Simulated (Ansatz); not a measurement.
**C$_{2}$H$_{7}$ClOSi: geometry relaxation (part 1 of 2)**

System: C$_{2}$H$_{7}$ClOSi.
Method: RKS r2SCAN-D4/STO-3G (Ansatz 0.2.0).

It belongs to a series of runs on one base structure; here: start relaxed. Figures and captions count atoms from 1; the log counts them from 0 in places.

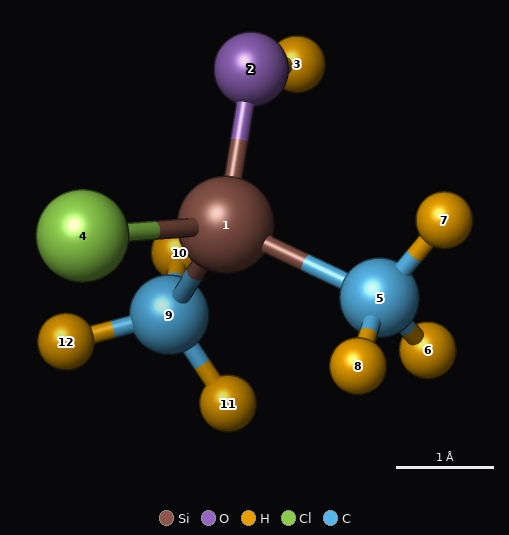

Fig. 1: The input geometry (ball-and-stick view, seen at a tilt; atoms are numbered from 1 in the order of the input). Bond lengths as drawn: Cl–Si 2.13 Å, C–H 1.11 Å, C–Si 1.87 Å, H–O 1.01 Å and O–Si 1.68 Å.

**Input**
```yaml
crystal:
  periodic: [false, false, false]
  atoms:
    - { symbol: Si, position_ang: [0.0, 0.0, 0.0] }
    - { symbol: O, position_ang: [0.0, 0.0, 1.68] }
    - { symbol: H, position_ang: [-0.9095, -0.2814, 2.0171] }
    - { symbol: Cl, position_ang: [2.0086, 0.0, -0.7093] }
    - { symbol: C, position_ang: [-0.8808, 1.5259, -0.6227] }
    - { symbol: H, position_ang: [-1.9334, 1.2723, -0.8671] }
    - { symbol: H, position_ang: [-0.8624, 2.3106, 0.1622] }
    - { symbol: H, position_ang: [-0.3704, 1.9025, -1.5336] }
    - { symbol: C, position_ang: [-0.8808, -1.5259, -0.6227] }
    - { symbol: H, position_ang: [-1.3804, -2.0377, 0.2261] }
    - { symbol: H, position_ang: [-1.6409, -1.2332, -1.3768] }
    - { symbol: H, position_ang: [-0.1449, -2.2146, -1.0879] }
basis:
  gaussian: { orbitals: STO-3G }
hamiltonian:
  xc: r2scan
  dispersion: d4
relax:
  f_tol: 0.02
  max_steps: 40
output:
  orbitals: {}
```

Run on 1 thread of Arm Neoverse V2, 24 GiB of memory available, shared host.

Launch command:
```bash
ansatz run input.yaml --threads 1 --pin off --max-ram 2048MiB --backend cpu --events-out ev --progress --plain --runs-dir out
```

**Output**
```
The last accepted step is kept in [file] (removed where the run ends without a failure and the disk answers)
Engine: ansatz 0.2.0, aarch64-unknown-linux-gnu
Functional definition: r2SCAN
  parameter k0 = 0.174
  parameter k1 = 0.065
  parameter a1 = 4.9479
  exchange = r2scan_x(k0 = k0, k1 = k1, a1 = a1)
  correlation = r2scan_c
550 factors; integrals over basis functions are off by at most 1.1e-5 eV
mean field evaluation 1: about -24350.9609 eV, gradient 2.8e1 eV
mean field evaluation 2: about -24349.6989 eV, gradient 3.6e1 eV
mean field evaluation 4: about -24353.6999 eV, gradient 1.3e0 eV
mean field evaluation 8: about -24353.6156 eV, gradient 1.0e-2 eV
mean field -24353.61556753 eV, -894.9788646330 hartree, gradient 6.1e-5 eV, S^2 0.000000; 0 other end points of the search recorded, 0 dependent functions left out
the calculation of the forces begins
reference -24353.61557373 eV, -894.9788648609 hartree; 29, 29 occupied and 11, 11 virtual orbitals, 550 factors
relax step   1: F+E_penalty+E_count = -24353.68545639 eV  Δ(F+E_penalty+E_count) = +0.000e0 eV  max|allowed force component| = 1.243e0 eV/Å  Δτ_max = 0.0000 Å  (21 SCF iters, accepted)
these checks for a lower state are left out or cut short: starts, cluster_reference, orbital_swaps, neighbouring_geometries, increment
551 factors; integrals over basis functions are off by at most 1.1e-5 eV
mean field evaluation 16: about -24353.7675 eV, gradient 2.8e-1 eV
mean field -24353.76792167 eV, -894.9844635447 hartree, gradient 7.4e-6 eV, S^2 0.000000; 0 other end points of the search recorded, 0 dependent functions left out
[... from here on the field's lines of each further geometry are left out, up to the last ...]
relax step   2: F+E_penalty+E_count = -24353.83738319 eV  Δ(F+E_penalty+E_count) = -1.519e-1 eV  max|allowed force component| = 4.166e-1 eV/Å  Δτ_max = 0.1847 Å  (24 SCF iters, accepted)
relax step   3: F+E_penalty+E_count = -24353.87479717 eV  Δ(F+E_penalty+E_count) = -3.741e-2 eV  max|allowed force component| = 1.989e-1 eV/Å  Δτ_max = 0.0551 Å  (23 SCF iters, accepted)
relax step   4: F+E_penalty+E_count = -24353.89622759 eV  Δ(F+E_penalty+E_count) = -2.143e-2 eV  max|allowed force component| = 3.232e-1 eV/Å  Δτ_max = 0.1282 Å  (23 SCF iters, accepted)
relax step   5: F+E_penalty+E_count = -24353.92100988 eV  Δ(F+E_penalty+E_count) = -2.478e-2 eV  max|allowed force component| = 9.356e-1 eV/Å  Δτ_max = 0.1957 Å  (29 SCF iters, accepted)
relax step   6: F+E_penalty+E_count = -24353.99995200 eV  Δ(F+E_penalty+E_count) = -7.894e-2 eV  max|allowed force component| = 3.391e-1 eV/Å  Δτ_max = 0.2000 Å  (29 SCF iters, accepted)
relax step   7: F+E_penalty+E_count = -24354.06448353 eV  Δ(F+E_penalty+E_count) = -6.453e-2 eV  max|allowed force component| = 3.056e-1 eV/Å  Δτ_max = 0.2000 Å  (28 SCF iters, accepted)
relax step   8: F+E_penalty+E_count = -24354.05546209 eV  Δ(F+E_penalty+E_count) = +9.021e-3 eV  max|allowed force component| = 5.905e-1 eV/Å  Δτ_max = 0.2000 Å  (29 SCF iters, rejected (line search))
relax step   9: F+E_penalty+E_count = -24354.08374900 eV  Δ(F+E_penalty+E_count) = -1.927e-2 eV  max|allowed force component| = 2.287e-1 eV/Å  Δτ_max = 0.1000 Å  (23 SCF iters, accepted)
relax step  10: F+E_penalty+E_count = -24354.09576218 eV  Δ(F+E_penalty+E_count) = -1.201e-2 eV  max|allowed force component| = 1.325e-1 eV/Å  Δτ_max = 0.1000 Å  (23 SCF iters, accepted)
relax step  11: F+E_penalty+E_count = -24354.09784349 eV  Δ(F+E_penalty+E_count) = -2.081e-3 eV  max|allowed force component| = 3.942e-1 eV/Å  Δτ_max = 0.1463 Å  (23 SCF iters, accepted)
relax step  12: F+E_penalty+E_count = -24354.10168666 eV  Δ(F+E_penalty+E_count) = -3.843e-3 eV  max|allowed force component| = 4.070e-1 eV/Å  Δτ_max = 0.0926 Å  (23 SCF iters, accepted)
relax step  13: F+E_penalty+E_count = -24354.10919729 eV  Δ(F+E_penalty+E_count) = -7.511e-3 eV  max|allowed force component| = 1.259e-1 eV/Å  Δτ_max = 0.1484 Å  (23 SCF iters, accepted)
relax step  14: F+E_penalty+E_count = -24354.09275702 eV  Δ(F+E_penalty+E_count) = +1.644e-2 eV  max|allowed force component| = 8.686e-1 eV/Å  Δτ_max = 0.0485 Å  (23 SCF iters, rejected (line search))
relax step  15: F+E_penalty+E_count = -24354.11123032 eV  Δ(F+E_penalty+E_count) = -2.033e-3 eV  max|allowed force component| = 1.477e-2 eV/Å  Δτ_max = 0.0239 Å  (24 SCF iters, accepted)
relax step  16: F+E_penalty+E_count = -24354.11148424 eV  Δ(F+E_penalty+E_count) = -2.539e-4 eV  max|allowed force component| = 8.741e-2 eV/Å  Δτ_max = 0.0410 Å  (23 SCF iters, accepted)
relax step  17: F+E_penalty+E_count = -24354.11180197 eV  Δ(F+E_penalty+E_count) = -3.177e-4 eV  max|allowed force component| = 3.169e-2 eV/Å  Δτ_max = 0.0069 Å  (19 SCF iters, accepted)
relax step  18: F+E_penalty+E_count = -24354.11198380 eV  Δ(F+E_penalty+E_count) = -1.818e-4 eV  max|allowed force component| = 1.197e-2 eV/Å  Δτ_max = 0.0156 Å  (24 SCF iters, accepted)
relax step  19: F+E_penalty+E_count = -24354.11209595 eV  Δ(F+E_penalty+E_count) = -1.122e-4 eV  max|allowed force component| = 1.116e-2 eV/Å  Δτ_max = 0.0230 Å  (24 SCF iters, accepted)
the calculation of the forces begins
reference -24354.04253994 eV, -894.9945555799 hartree; 29, 29 occupied and 11, 11 virtual orbitals, 551 factors
relax step  20: F+E_penalty+E_count = -24354.11213754 eV  Δ(F+E_penalty+E_count) = -4.159e-5 eV  max|allowed force component| = 1.028e-2 eV/Å  Δτ_max = 0.0202 Å  (24 SCF iters, accepted)
551 factors; integrals over basis functions are off by at most 2.8e-5 eV
mean field evaluation 160: about -24354.0425 eV, gradient 3.1e-3 eV
```

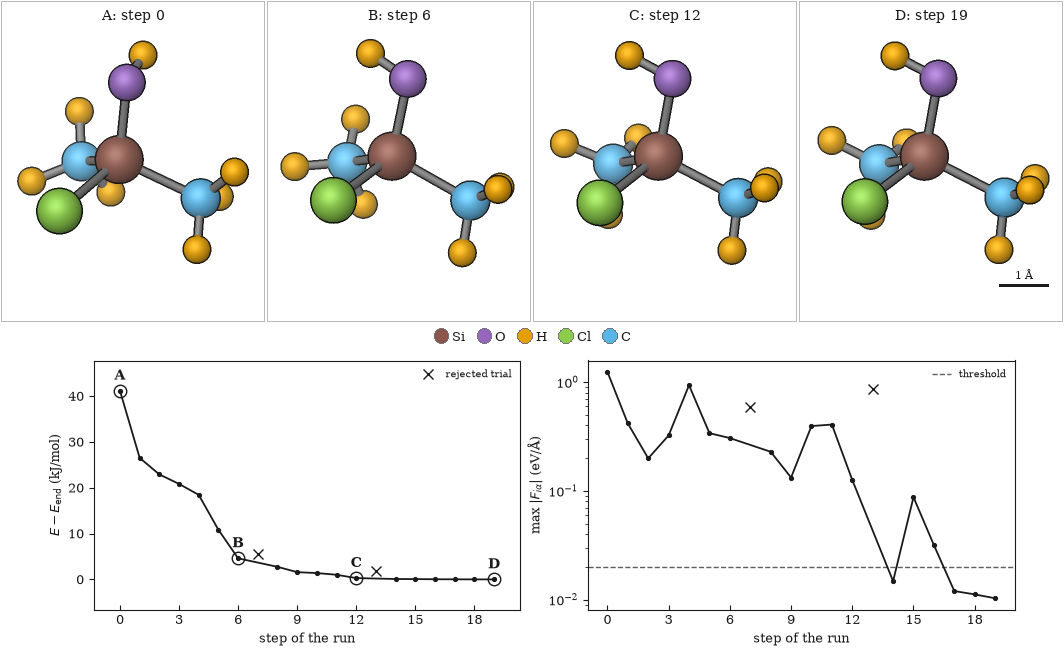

Fig. 2: Frames of the relaxation (ball-and-stick view, seen at a tilt) above the curves, on which the letters mark them (the first geometry is step 0 here and step 1 in the log).

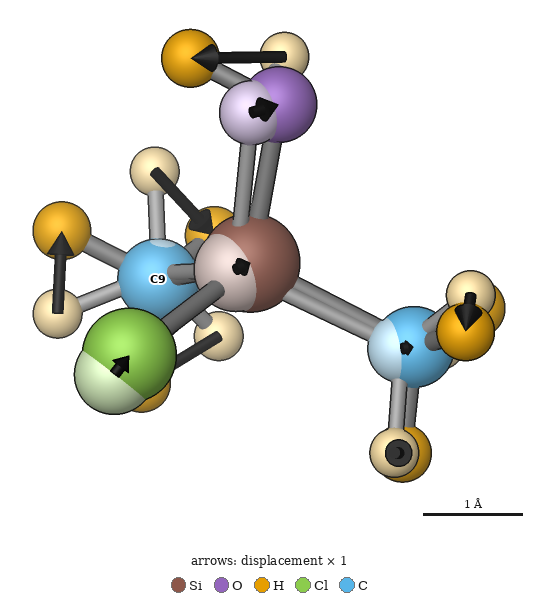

Fig. 3: Start (faint) and end (solid) with the displacements as black arrows, at true length (ball-and-stick view, seen at a tilt). The two geometries are laid on each other by the best rigid fit. The atom that moves furthest after the best rigid fit is H3 (1.07 Å). By element the largest moves are H 1.07 Å, O 0.33 Å, Cl 0.25 Å, Si 0.19 Å, C 0.13 Å. Distances before and after: Si1–O2 1.680 → 1.694 Å, C5–H6 1.110 → 1.096 Å, O2–H3 1.010 → 1.019 Å, Si1–C9 1.869 → 1.875 Å. Among the angles that change: Si1–O2–H3 109.5° → 104.9°, O2–Si1–C9 109.5° → 113.7°, Cl4–Si1–C9 109.5° → 105.4°. The energy falls by 41.2 kJ/mol in 19 geometry steps. The largest force component goes from 1.2 to 0.01 eV/Å. The line search rejected the trial steps at points 7, 13 (counted from 0) and went back. (Atoms are counted from 1 in the order of the input.)

```
mean field -24354.04253357 eV, -894.9945553458 hartree, gradient 1.4e-5 eV, S^2 0.000000; 1 other end points of the search recorded, 0 dependent functions left out
the calculation of the forces begins
reference -24354.04253994 eV, -894.9945555799 hartree; 29, 29 occupied and 11, 11 virtual orbitals, 551 factors
Total energy: -24354.11214391 eV, -894.9971134785 hartree
Atom 0 at    -0.178167     0.044466     0.042981 Å, force     0.003113    -0.000843    -0.002750 eV/Å
Atom 1 at    -0.274266     0.119588     1.732216 Å, force    -0.005678     0.001915     0.010282 eV/Å
Atom 2 at     0.064982    -0.786184     2.054228 Å, force     0.001903    -0.002345    -0.003442 eV/Å
Atom 3 at     1.872428     0.053373    -0.547250 Å, force    -0.001573     0.000678    -0.001838 eV/Å
Atom 4 at    -0.980136     1.599461    -0.602903 Å, force    -0.005593     0.007948    -0.005123 eV/Å
Atom 5 at    -2.057647     1.590217    -0.400722 Å, force     0.010094     0.001157    -0.001878 eV/Å
Atom 6 at    -0.552769     2.488174    -0.126179 Å, force    -0.002542    -0.006955    -0.004479 eV/Å
Atom 7 at    -0.838277     1.693629    -1.684909 Å, force    -0.001159     0.000003     0.008573 eV/Å
Atom 8 at    -0.898736    -1.527104    -0.683050 Å, force     0.001757    -0.001587    -0.000472 eV/Å
Atom 9 at    -1.965363    -1.611383    -0.444046 Å, force     0.001629     0.000566     0.000436 eV/Å
Atom 10 at    -0.795444    -1.525764    -1.773634 Å, force    -0.001040    -0.000622     0.001523 eV/Å
Atom 11 at    -0.391504    -2.419973    -0.301432 Å, force    -0.000912     0.000085    -0.000833 eV/Å
Dipole moment:    -0.590077    -0.232092     0.104458 e Å
```

**Trajectory as extended XYZ (Å, eV, eV/Å), 20 frames, from step=1 to step=20**
```
12
Properties=species:S:1:pos:R:3:forces:R:3 step=1 energy=-24353.68546
Si    0.0000    0.0000    0.0000   -0.6740  -0.1955  -0.1134
O     0.0000    0.0000    1.6800    1.2429   0.3624   0.9297
H    -0.9095   -0.2814    2.0171   -0.2913  -0.1981  -0.4633
Cl    2.0086    0.0000   -0.7093   -0.4150   0.0489   0.3909
C    -0.8808    1.5259   -0.6227    0.1819   0.4631  -0.3142
H    -1.9334    1.2723   -0.8671    0.5397   0.2747   0.0971
H    -0.8624    2.3106    0.1622   -0.0864  -0.2588  -0.5674
H    -0.3704    1.9025   -1.5336   -0.4861   0.0327   0.4480
C    -0.8808   -1.5259   -0.6227    0.0514  -0.3886  -0.4186
H    -1.3804   -2.0377    0.2261    0.1981   0.0974  -0.5686
H    -1.6409   -1.2332   -1.3768    0.3664  -0.3906   0.3693
H    -0.1449   -2.2146   -1.0879   -0.6275   0.1523   0.2105
12
Properties=species:S:1:pos:R:3:forces:R:3 step=2 energy=-24353.83738
Si   -0.1185    0.0037    0.0266    0.2840   0.0435  -0.1401
O     0.0859    0.0290    1.7136   -0.3245  -0.0288   0.2938
H    -0.7722   -0.3720    2.1010    0.1248   0.0133  -0.1509
Cl    1.8999    0.0336   -0.5778    0.2666   0.0016  -0.1832
C    -0.8757    1.5954   -0.6458   -0.4166  -0.0348  -0.0104
H    -1.9410    1.4340   -0.8695    0.1140   0.0841   0.0237
H    -0.8099    2.4179    0.0811    0.0595  -0.1935  -0.0266
H    -0.3926    1.9361   -1.5707    0.0505  -0.1752   0.0745
C    -0.8899   -1.5847   -0.6428   -0.3852   0.0092  -0.0643
H    -1.4147   -2.1346    0.1510    0.0289   0.0648  -0.0330
H    -1.6240   -1.3735   -1.4343    0.1064   0.0391   0.1230
H    -0.1421   -2.2664   -1.0670    0.0917   0.1767   0.0935
12
Properties=species:S:1:pos:R:3:forces:R:3 step=3 energy=-24353.87480
Si   -0.0818    0.0090    0.0275   -0.1010  -0.0230  -0.0632
O     0.0575    0.0329    1.7226   -0.0197   0.0744   0.1989
H    -0.7937   -0.4104    2.0706    0.0583  -0.0442  -0.1609
Cl    1.9377    0.0391   -0.5991    0.0225   0.0129  -0.0286
C    -0.8841    1.5734   -0.6452   -0.0657   0.0232  -0.0046
H    -1.9541    1.4122   -0.8361    0.0992   0.0036   0.0381
H    -0.7892    2.3997    0.0712    0.0188  -0.0628  -0.0573
H    -0.4188    1.8904   -1.5868   -0.0132  -0.0579   0.0515
C    -0.8905   -1.5583   -0.6359   -0.0860  -0.0258  -0.0376
H    -1.4312   -2.0934    0.1562    0.0245   0.0387  -0.0387
H    -1.6076   -1.3318   -1.4357    0.0735   0.0196   0.0677
H    -0.1389   -2.2444   -1.0441   -0.0114   0.0412   0.0347
12
Properties=species:S:1:pos:R:3:forces:R:3 step=4 energy=-24353.89623
Si   -0.0940    0.0233    0.0300    0.3030  -0.0887   0.0350
O     0.0204    0.0717    1.7291   -0.3232  -0.0761   0.1457
H    -0.7484   -0.5278    2.0463    0.2520   0.0649  -0.0929
Cl    1.9415    0.0458   -0.5854   -0.1277   0.0234  -0.0204
C    -0.8863    1.5740   -0.6508   -0.0701   0.1546  -0.0751
H    -1.9645    1.4275   -0.7856    0.0052   0.0005   0.0181
H    -0.7443    2.4152    0.0370    0.0222   0.0047  -0.0274
H    -0.4622    1.8555   -1.6216    0.0063  -0.0411   0.0299
C    -0.8898   -1.5443   -0.6292   -0.0625  -0.0743  -0.0210
H    -1.4713   -2.0550    0.1484   -0.0088   0.0099  -0.0224
H    -1.5660   -1.3211   -1.4621    0.0132   0.0030   0.0096
H    -0.1300   -2.2463   -0.9908   -0.0095   0.0193   0.0208
12
Properties=species:S:1:pos:R:3:forces:R:3 step=5 energy=-24353.92101
Si   -0.1099    0.0406    0.0419    0.4329   0.0154   0.0616
O    -0.0553    0.1231    1.7485   -0.9356  -0.9333   0.1203
H    -0.6509   -0.6943    2.0132    0.7746   0.8097  -0.0875
Cl    1.9339    0.0639   -0.5689   -0.1256  -0.0121  -0.0180
C    -0.8866    1.5810   -0.6613   -0.0957   0.2742  -0.1068
H    -1.9739    1.4543   -0.7394    0.0382   0.0346   0.0098
H    -0.6926    2.4442   -0.0119   -0.0022  -0.0405  -0.0759
H    -0.5007    1.8139   -1.6626   -0.0242  -0.0519   0.1092
C    -0.8924   -1.5302   -0.6179   -0.0360  -0.1401  -0.0156
H    -1.5218   -2.0164    0.1393    0.0052   0.0267  -0.0552
H    -1.5213   -1.3121   -1.4893    0.0278  -0.0208   0.0342
H    -0.1236   -2.2496   -0.9263   -0.0594   0.0382   0.0238
12
Properties=species:S:1:pos:R:3:forces:R:3 step=6 energy=-24353.99995
Si   -0.1332    0.0462    0.0466   -0.0068  -0.0025   0.1647
O    -0.1466    0.1346    1.7475   -0.3391  -0.1577   0.0229
H    -0.4783   -0.7847    2.0584    0.2626   0.2139  -0.1718
Cl    1.9063    0.0718   -0.5453    0.1378  -0.0371  -0.0738
C    -0.8959    1.5967   -0.6640   -0.0902   0.1238   0.0114
H    -1.9891    1.5045   -0.6936    0.0386   0.0150   0.0186
H    -0.6485    2.4751   -0.0557    0.0118  -0.0506  -0.0227
H    -0.5478    1.7856   -1.6864    0.0174  -0.0523   0.0477
C    -0.8957   -1.5297   -0.6289   -0.0121  -0.1219   0.0340
H    -1.6052   -1.9676    0.0855   -0.0017   0.0357  -0.0484
H    -1.4365   -1.3332   -1.5614    0.0193   0.0037   0.0136
H    -0.1245   -2.2809   -0.8371   -0.0376   0.0299   0.0036
```
